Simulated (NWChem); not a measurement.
# HCTH/120-D3(BJ)/6-31G(d) (density fitting with ahlrichs coulomb fitting, Cartesian functions) run of [SiF3]− (SMILES F[Si-](F)F)

Aim: the energy difference between two shapes of [SiF3]− at HCTH/120-D3(BJ)/6-31G* (density fitting with ahlrichs coulomb fitting, Cartesian functions), from 2 runs. 

The results are computed with NWChem 7.3.0.

3 further runs of the same task are left out: 1 that didn't finish, 2 set aside as unsound or not needed.

### Step 1. Starting point

[SiF3]−: 4 atoms, total charge -1, spin state singlet. As SMILES, `F[Si-](F)F`. The coordinates come from a GFN2-xTB relaxation.

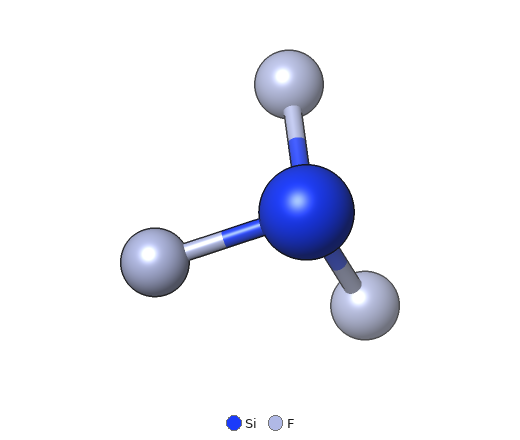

The structure, seen from a chosen angle (silicon blue, fluorine light blue).

### Step 2. Energy and one-electron properties at HCTH/120-D3(BJ)/6-31G(d) (density fitting with ahlrichs coulomb fitting, Cartesian functions)

f3si.nw reads:

```
start f3si
title "F3Si"
memory stack 880 mb heap 220 mb global 1100 mb
charge -1

geometry noautosym nocenter noautoz
  Si      -0.004470       0.005770       0.685050
  F        1.428310      -0.030960      -0.216950
  F       -0.687310       1.250250      -0.242810
  F       -0.736530      -1.225060      -0.225300
end

basis
  * library 6-31G*
end

basis "cd basis" spherical
  * library "ahlrichs coulomb fitting"
end

dft
  xc hcth120
  disp vdw 4
  grid medium
  noprint "final vectors analysis"
end

property
  dipole
  efield
  mulliken
end

task dft property
```

On the command line:

```sh
$ nwchem f3si.nw > f3si.out
```

Output:

```text
[...]
          Wavefunction type:  closed shell.
          No. of atoms     :     4
          No. of electrons :    42
[...]
          Charge           :    -1
          Spin multiplicity:     1
[...]
          AO basis - number of functions:    64
[...]
              XC Information
              --------------
                     HCTH120  Method XC Functional
                      HCTH120  Exchange Functional  1.000
                   HCTH120  Correlation Functional  1.000
[...]
 d= 0,ls=0.0,diis     1   -589.0676969873 -7.59D+02  3.06D-02  7.93D-01     0.4
[...]
 d= 0,ls=0.0,diis     8   -589.1633100073  3.90D-08  6.90D-06  6.62D-07     1.8
         Total DFT energy =     -589.163310007339
      One electron energy =    -1170.136970652745
           Coulomb energy =      463.736014098606
    Exchange-Corr. energy =      -52.720277284127
 Nuclear repulsion energy =      169.961176260861
    Dispersion correction =       -0.003252429934
[...]
   Dipole moment        0.7342310959 Debye(s)
             DMX        0.0162243983 DMXEFC        0.0000000000
             DMY       -0.0013811747 DMYEFC        0.0000000000
             DMZ       -0.7340505183 DMZEFC        0.0000000000
   -EFC- dipole         0.0000000000 DEBYE(S)
   Total dipole         0.7342310959 DEBYE(S)
[...]
```

Wall time 2.3 s (1 thread of AMD EPYC 9R45 (Zen 5), shared host); peak memory 0.12 GiB.

Atomic charges (e):

```
atom  Mulliken
 Si1    +0.381
  F2    -0.460
  F3    -0.461
  F4    -0.461
```

### Step 3. The distorted shape at the same level

m1.xyz reads:

```xyz
4
F3Si properties
Si    -0.035627     0.008655     0.678560
F      1.416650    -0.024407    -0.258406
F     -0.691324     1.258148    -0.284322
F     -0.720611    -1.238779    -0.224000
```

m1.nw reads:

```
echo
start m1
title "F3Si properties"
memory total 2200 mb
charge -1
geometry units angstroms noautosym nocenter noautoz
  load format xyz m1.xyz
end
basis "ao basis" cartesian
  Si library 6-31G*
  F library 6-31G*
end
basis "cd basis" spherical
  Si library "ahlrichs coulomb fitting"
  F library "ahlrichs coulomb fitting"
end
dft
  xc hcth120
  disp vdw 4
  grid medium
end
property
  dipole
  efield
  mulliken
end
task dft property
```

On the command line:

```sh
$ nwchem m1.nw > m1.out
```

Output:

```text
[...]
          Wavefunction type:  closed shell.
          No. of atoms     :     4
          No. of electrons :    42
[...]
          Charge           :    -1
          Spin multiplicity:     1
[...]
          AO basis - number of functions:    64
[...]
              XC Information
              --------------
                     HCTH120  Method XC Functional
                      HCTH120  Exchange Functional  1.000
                   HCTH120  Correlation Functional  1.000
[...]
 d= 0,ls=0.0,diis     1   -589.0644147268 -7.58D+02  3.08D-02  7.93D-01     0.4
[...]
 d= 0,ls=0.0,diis     8   -589.1617816316  1.66D-08  5.52D-06  3.46D-07     1.8
         Total DFT energy =     -589.161781631600
      One electron energy =    -1168.537861592780
           Coulomb energy =      462.956534719479
    Exchange-Corr. energy =      -52.711701635447
 Nuclear repulsion energy =      169.134498288407
    Dispersion correction =       -0.003251411257
[...]
   Dipole moment        0.5989495022 Debye(s)
             DMX       -0.1446528749 DMXEFC        0.0000000000
             DMY       -0.0889338729 DMYEFC        0.0000000000
             DMZ       -0.5743751546 DMZEFC        0.0000000000
   -EFC- dipole         0.0000000000 DEBYE(S)
   Total dipole         0.5989495022 DEBYE(S)
[...]
```

Run time: 2.3 s. Hardware: 1 thread of AMD EPYC 9R45 (Zen 5), shared host; peak memory 0.12 GiB.

Atomic charges (e):

```
atom  Mulliken
 Si1    +0.392
  F2    -0.474
  F3    -0.464
  F4    -0.454
```

### Step 4. Summary of results

Level: HCTH/120-D3(BJ)/6-31G* (density fitting with ahlrichs coulomb fitting, Cartesian functions).

| quantity | value |
| --- | --- |
| first shape: total energy | -589.16331 Eh |
| first shape: dispersion energy | -8.54 kJ/mol |
| distorted shape: total energy | -589.16178 Eh |
| distorted shape: HOMO energy | 0.66 eV |
| distorted shape: LUMO energy | 5.89 eV |
| distorted shape: HOMO–LUMO gap (to an unbound level, set by the basis) | 5.23 eV |
| distorted shape: dispersion energy | -8.54 kJ/mol |
| energy change with the atoms displaced | 0.042 eV |

With the atoms displaced the energy rises by 0.04 eV (4.0 kJ/mol). The first shape isn't relaxed at this level, so the change isn't measured from a minimum. Mulliken charges (distorted shape) run from -0.47 on F2 to +0.39 on Si1. The HOMO (distorted shape) lies at positive energy, 0.66 eV, as semi-local functionals often give for anions; only total energies tell whether the electron is bound.
